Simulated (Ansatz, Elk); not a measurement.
# How far do independent atoms describe CuOs3?

Structure refinements treat a crystal as free atoms side by side. For a made-up structure of CuOs3 (cell and positions from a PBEsol relaxation) the runs below show what the calculated density changes in F(hkl).

Calculated with Elk 11.2.3 (patched build); DFT, PBE, all-electron APW+lo, Dirac cores, scalar-relativistic bands, static density, no spin.

The structure was built from a prototype and need not be the compound's stable phase.

### Step 1. Set-up

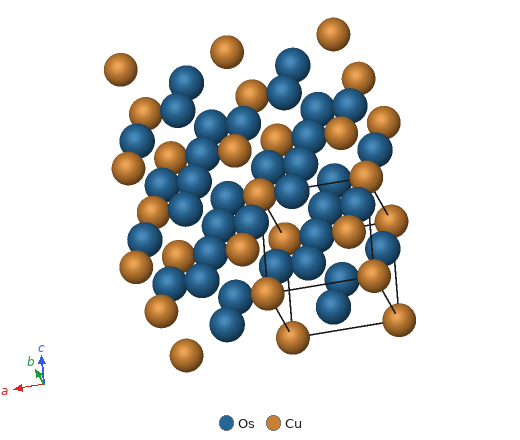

Start, viewed from a free direction; osmium blue, copper orange. 2×2×2 cells are drawn. Some periodic images of atoms are drawn too.

### Step 2. Ground state and structure factors

An all-electron density is needed, since X-rays see the cores too. Task 0 finds the density and task 195 Fourier-transforms it; tshift is off so that phases refer to the origin typed.

File elk.in:

```
tasks
  0
  195

xctype
  20

spinpol
  .false.

rgkmax
  7.0

gmaxvr
  14.0

lmaxo
  7

lmaxapw
  8

swidth
  0.002

tshift
  .false.

ramdisk
  .false.

hmaxvr
  5.5

maxscl
  120

epspot
  1e-06

sppath
  './'

avec
  7.13684895692 0.00000000000 0.00000000000
  0.00000000000 7.13684895692 -0.00000000000
  0.00000000000 -0.00000000000 7.13684895692

atoms
  2
  'Os.in'
  3
  0.5000000000 0.5000000000 -0.0000000000   0.000000 0.000000 0.000000
  0.5000000000 0.0000000000 0.5000000000   0.000000 0.000000 0.000000
  0.0000000000 0.5000000000 0.5000000000   0.000000 0.000000 0.000000
  'Cu.in'
  1
  -0.0000000000 -0.0000000000 0.0000000000   0.000000 0.000000 0.000000

ngridk
  6 6 6
```

On the command line:

```
$ OMP_NUM_THREADS=4 elk
```

Numbers of over 12 decimals in the logs are rounded to 6 here.

The log of the run:

```text
┌─────────────────────────┐
│ Elk code version 11.2.3 │
└─────────────────────────┘

All units are atomic (Hartree, Bohr, etc.)

┌─────────────────────────────────────────────────┐
│ Ground-state run starting from atomic densities │
└─────────────────────────────────────────────────┘

Lattice vectors :
   7.136848957       0.000000000       0.000000000
   0.000000000       7.136848957      -0.000000000
   0.000000000      -0.000000000       7.136848957

Reciprocal lattice vectors :
  0.8803864766      -0.000000000      -0.000000000
  -0.000000000      0.8803864766       0.000000000
  -0.000000000       0.000000000      0.8803864766

Unit cell volume      :    363.5126399
Brillouin zone volume :   0.6823702568

Muffin-tin inner radius fraction :   0.1000000000E-01

Nuclei treated as point charges

Species : 1 (Os)
 parameters loaded from : Os.in
 name : osmium
 nuclear charge    :   -76.00000000
 electronic charge :    76.00000000
 atomic mass :    346768.0767
 muffin-tin radius :    2.498257147
 number of radial points in muffin-tin :   1393
 inner part over the whole radius :   0.9956140244E-02
 number on inner part of muffin-tin    :    997
 approximate nuclear radius :   0.1019601503E-03
 number of mesh points to nuclear radius :    525
 atomic positions (lattice), magnetic fields (Cartesian) :
  1 :   0.50000000  0.50000000  0.00000000    0.00000000  0.00000000  0.00000000
  2 :   0.50000000  0.00000000  0.50000000    0.00000000  0.00000000  0.00000000
  3 :   0.00000000  0.50000000  0.50000000    0.00000000  0.00000000  0.00000000

Species : 2 (Cu)
 parameters loaded from : Cu.in
 name : copper
 nuclear charge    :   -29.00000000
 electronic charge :    29.00000000
 atomic mass :    115837.2717
 muffin-tin radius :    2.400000000
 number of radial points in muffin-tin :    993
 inner part over the whole radius :   0.9893084826E-02
 number on inner part of muffin-tin    :    701
 approximate nuclear radius :   0.7406004541E-04
 number of mesh points to nuclear radius :    336
 atomic positions (lattice), magnetic fields (Cartesian) :
  1 :   0.00000000  0.00000000  0.00000000    0.00000000  0.00000000  0.00000000

Total number of atoms per unit cell :    4
Total muffin-tin volume :    253.8450128
 ratio of muffin-tin to unit cell volume :   0.6983113787

Spin treatment :
 spin-unpolarised

Number of Bravais lattice symmetries :   48
Number of crystal symmetries         :   48
Crystal has inversion symmetry
Real symmetric eigensolver will be used

k-point grid :      6     6     6
k-point offset :    0.000000000       0.000000000       0.000000000
k-point set is reduced with full crystal symmetry group
Total number of k-points :       20

Muffin-tin radius times maximum |G+k| :    7.000000000
 using average radius
Maximum |G+k| for APW functions       :    2.829777339
Maximum (1/2)|G+k|²                   :    4.003819895
Maximum |G| for potential and density :    14.00000000
Constant for pseudocharge density :    9
 order of it for each species :   16  16
 order of it for pair densities of each species (exact exchange by exxq0 0: 17) :   10   9
Radial integration step length :    1

G-vector grid sizes :     32    32    32
Number of G-vectors :    16831

Maximum angular momentum used for
 APW functions            :    8
 outer part of muffin-tin :    7
 inner part of muffin-tin :    2

Total nuclear charge    :   -257.0000000
Total core charge       :    150.0000000
Total valence charge    :    107.0000000
Total excess charge     :    0.000000000
Total electronic charge :    257.0000000

Effective Wigner radius, rₛ :   0.6963580407

Number of empty states         :     16
Total number of valence states :     70
Total number of core states    :    150

Third-order local-orbitals added for an l without core states : T
Total number of local-orbitals :    139

Exchange-correlation functional :     20     0     0
 Perdew-Burke-Ernzerhof, Phys. Rev. Lett. 77, 3865 (1996)
 gradient requirement :    1
[...]
exchange                    :     -1073.2939353771
 correlation                 :     -15.424143851874
 electron entropic           :    -0.11523153361061E-02
 total energy                :     -53499.071717089

Density of states at Fermi energy :    84.38153306
 (states/Hartree/unit cell)

Estimated indirect band gap :   0.3505514997E-02
 from k-point 5 to k-point 6
Estimated direct band gap   :   0.9268166377E-02
 at k-point 6

Charges :
 core                        :    150.0000000
 valence                     :    107.0000000
 interstitial                :    5.785369495
 muffin-tins (core leakage)
  species : 1 (Os)
   atom 1                    :    75.00097332     ( -0.2090926898E-07)
   atom 2                    :    75.00097332     ( -0.2090926898E-07)
[...]
species : 2 (Cu)
[...]
total in muffin-tins        :    251.2146305
 total calculated charge     :    256.9976697
 total charge                :    257.0000000
 error                       :   0.2330346978E-02

RMS change in Kohn-Sham potential (target) :   0.8812784392     (  0.1000000000E-05)
Absolute change in total energy (target)   :   0.9989656171     (  0.1000000000E-03)

[... loops 3 to 16 left out ...]

┌──────────────────┐
│ Loop number : 17 │
└──────────────────┘

Energies :
 Fermi                       :     0.488991
 sum of occupied eigenvalues :     -32719.367931438
 electron kinetic            :      60539.926029995
 core electron kinetic       :      58106.423082378
 Coulomb                     :     -112949.57326520
 Coulomb potential           :     -91832.018024748
 nuclear-nuclear             :     -5565.6207183324
 electron-nuclear            :     -123087.28595545
 Hartree                     :      15703.333408581
 Madelung                    :     -67033.564252825
 xc potential                :     -1427.2759366851
 exchange                    :     -1075.7681977757
 correlation                 :     -15.417863534509
 electron entropic           :    -0.24703614896713E-02
 total energy                :     -53500.835766876

Density of states at Fermi energy :    198.8205256
 (states/Hartree/unit cell)

Estimated indirect band gap :   0.7501133563E-03
 from k-point 14 to k-point 5
Estimated direct band gap   :   0.5961742479E-02
 at k-point 18

Charges :
 core                        :    150.0000000
 valence                     :    107.0000000
 interstitial                :    5.118875918
 muffin-tins (core leakage)
  species : 1 (Os)
[...]
species : 2 (Cu)
[...]
total in muffin-tins        :    251.8811241
 total calculated charge     :    256.9982613
 total charge                :    257.0000000
 error                       :   0.1738749445E-02

RMS change in Kohn-Sham potential (target) :   0.8072737058E-06 (  0.1000000000E-05)
Absolute change in total energy (target)   :   0.4641085980E-04 (  0.1000000000E-03)

Convergence targets achieved

┌──────────────────┐
│ Loop number : 18 │
└──────────────────┘

Energies :
 Fermi                       :     0.488990
 sum of occupied eigenvalues :     -32719.368127421
 electron kinetic            :      60539.925938099
 core electron kinetic       :      58106.423035385
 Coulomb                     :     -112949.57327049
 Coulomb potential           :     -91832.018028776
 nuclear-nuclear             :     -5565.6207183324
 electron-nuclear            :     -123087.28596366
 Hartree                     :      15703.333411496
 Madelung                    :     -67033.564256104
 xc potential                :     -1427.2760367443
 exchange                    :     -1075.7681974959
 correlation                 :     -15.417863526646
 electron entropic           :    -0.24703596720025E-02
 total energy                :     -53500.835863775

Density of states at Fermi energy :    198.8203032
 (states/Hartree/unit cell)

Estimated indirect band gap :   0.7501045712E-03
 from k-point 14 to k-point 5
Estimated direct band gap   :   0.5961773998E-02
 at k-point 18

Charges :
 core                        :    150.0000000
 valence                     :    107.0000000
 interstitial                :    5.118875885
 muffin-tins (core leakage)
  species : 1 (Os)
[...]
atom 2                    :    74.45423758     ( -0.3544092664E-07)
   atom 3                    :    74.45423758     ( -0.3544092664E-07)
  species : 2 (Cu)
   atom 1                    :    28.51841138     (  0.1597743109E-03)
 total in muffin-tins        :    251.8811241
 total calculated charge     :    256.9982613
 total charge                :    257.0000000
 error                       :   0.1738749109E-02

┌──────────────────────────────┐
│ Self-consistent loop stopped │
└──────────────────────────────┘

Warning : core states of species 2 leak from the muffin-tin :   0.1597743109E-03

Wrote STATE.OUT
```

The job ended after 26 s (4 threads of Arm Neoverse V2, shared host; peak memory 0.22 GiB).

SFACRHO.OUT:

```text

h k l indices transformed by vhmat matrix:
   1.000000000       0.000000000       0.000000000    
   0.000000000       1.000000000       0.000000000    
   0.000000000       0.000000000       1.000000000    

      h      k      l  multipl.   |H|            Re(F)            Im(F)           |F|

      0      0      0      1   0.0000000       257.00000      0.42605870E-18   257.00000    
     -1      0      0      6  0.88038648      -43.718468     -0.16526265E-13   43.718468    
      1     -1      0     12   1.2450545      -41.434005      0.94280366E-14   41.434005    
     -1     -1     -1      8   1.5248741       207.70060      0.45432056E-13   207.70060    
      0      0     -2      6   1.7607730       198.65945      0.29138678E-13   198.65945    
     -1     -2      0     24   1.9686040      -37.381568     -0.14036945E-13   37.381568    
      1     -2      1     24   2.1564976      -36.512779     -0.27168844E-13   36.512779    
      0      2     -2     12   2.4901090       173.59362     -0.15314273E-13   173.59362    
      0     -3      0      6   2.6411594      -34.318611     -0.37337548E-13   34.318611    
     -1      2     -2     24   2.6411594      -34.302173     -0.27350714E-13   34.302173    
      3      1      0     24   2.7840265      -33.637740      0.27976006E-16   33.637740    
      1     -3      1     24   2.9199116       160.34538      0.11814934E-13   160.34538    
     -2      2      2      8   3.0497482       156.50621     -0.23141976E-13   156.50621    
     -3      2      0     24   3.1742786      -31.893907     -0.54496432E-13   31.893907    
     -3      1      2     48   3.2941046      -31.398152      0.20858129E-14   31.398152    
      0     -4      0      6   3.5215459       143.83350      0.42711473E-13   143.83350    
      2     -2     -3     24   3.6299264      -30.068531     -0.37833138E-13   30.068531    
      4     -1      0     24   3.6299264      -30.082358     -0.10480544E-13   30.082358
```

Elk indexes on the primitive cell of elk.in and gives |H| = 4π sin θ/λ in inverse bohr. Below, one row stands for each form hkl of the conventional cell (m members, Friedel mates merged), F is for one primitive cell and the density is static (no thermal factor). Free-atom factors are Waasmaier and Kirfel's, and R is Σm||F|−|F'||/Σm|F|.

| hkl | m | sin θ/λ (Å⁻¹) | abs F, DFT | neutral atoms | diff. |
| --- | --- | --- | --- | --- | --- |
| 100 | 6 | 0.132 | 43.718 | 43.470 | +0.249 |
| 110 | 12 | 0.187 | 41.434 | 41.195 | +0.239 |
| 111 | 8 | 0.229 | 207.701 | 208.608 | -0.907 |
| 200 | 6 | 0.265 | 198.659 | 199.650 | -0.991 |
| 210 | 24 | 0.296 | 37.382 | 37.307 | +0.075 |
| 211 | 24 | 0.324 | 36.513 | 36.400 | +0.113 |
| 220 | 12 | 0.374 | 173.594 | 173.816 | -0.222 |
| 300 | 6 | 0.397 | 34.319 | 34.172 | +0.146 |
| 221 | 24 | 0.397 | 34.302 | 34.172 | +0.130 |
| 310 | 24 | 0.419 | 33.638 | 33.547 | +0.090 |
| 311 | 24 | 0.439 | 160.345 | 160.260 | +0.085 |
| 222 | 8 | 0.459 | 156.506 | 156.450 | +0.056 |
| 320 | 24 | 0.477 | 31.894 | 31.920 | -0.026 |
| 321 | 48 | 0.495 | 31.398 | 31.443 | -0.045 |
| 400 | 6 | 0.530 | 143.833 | 143.699 | +0.134 |
| 322 | 24 | 0.546 | 30.069 | 30.153 | -0.084 |
| 410 | 24 | 0.546 | 30.082 | 30.153 | -0.070 |
| 411 | 24 | 0.562 | 29.715 | 29.760 | -0.045 |
| 330 | 12 | 0.562 | 29.752 | 29.760 | -0.008 |
| 331 | 24 | 0.577 | 135.918 | 136.032 | -0.114 |
| 420 | 24 | 0.592 | 133.658 | 133.741 | -0.083 |
| 421 | 48 | 0.607 | 28.577 | 28.664 | -0.087 |

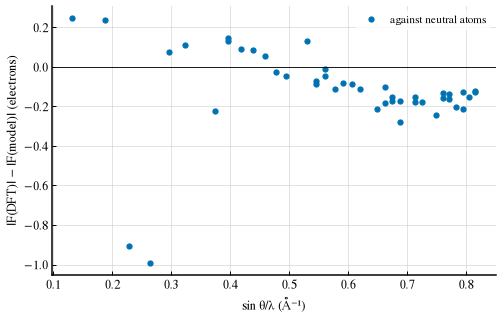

Difference between the calculated structure factors and the independent-atom ones.

### Step 3. The highest occupied states alone

An energy window below the Fermi level keeps the highest occupied states, to see at which angles they scatter; shallow core shells can lie inside it and anion s states outside. No new self-consistency is needed.

elk.in, as its differences from that of step 2:

```diff
@@ -1,3 +1,2 @@
 tasks
-  0
   195
@@ -40,2 +39,5 @@
 
+wsfac
+  0.048000 0.788990
+
 sppath
```

On the command line:

```
$ OMP_NUM_THREADS=4 elk
```

The log of the run:

```text
┌─────────────────────────────────┐
│ Elk code version 11.2.3 started │
└─────────────────────────────────┘

Info(readinput): the functional depends on the density's gradient
 muffin-tin radial points multiplied by    2.00000
 (not where nrmtscf is given)

┌────────────────────┐
│ Current task : 195 │
└────────────────────┘
Info(checkmt): changed muffin-tin radius of species 1 (Os) from   2.8000 to   2.4983

Info(sfacrho): density structure factors written to SFACRHO.OUT

 Energy window :   0.4800000000E-01  0.7889900000

┌──────────────────┐
│ Elk code stopped │
└──────────────────┘
```

It took 5.8 s on 4 threads; peak memory 0.16 GiB.

States within 12 eV below the Fermi level hold 35.00 electrons; any levels below the window count with the cores. Their amplitudes can exceed the total, where window and core parts have opposite phase:

| hkl | sin θ/λ (Å⁻¹) | abs F, window | abs F, all |
| --- | --- | --- | --- |
| 100 | 0.132 | 4.233 | 43.718 |
| 110 | 0.187 | 4.693 | 41.434 |
| 111 | 0.229 | 9.882 | 207.701 |
| 200 | 0.265 | 7.424 | 198.659 |
| 210 | 0.296 | 4.334 | 37.382 |
| 211 | 0.324 | 4.002 | 36.513 |
| 220 | 0.374 | 3.599 | 173.594 |
| 300 | 0.397 | 3.148 | 34.319 |
| 221 | 0.397 | 3.166 | 34.302 |
| 310 | 0.419 | 2.961 | 33.638 |

[end of part 1 of 2]

[Logs are printed without paths, hosts, clocks, repeated set-up lines and the standing remarks that a program may print on its own settings, such as how far it seeks lower states.]

[Hosts, paths, dates, database ids (printed as entryN), source tags and the programs' standing remarks are cut or masked in the printed files.]
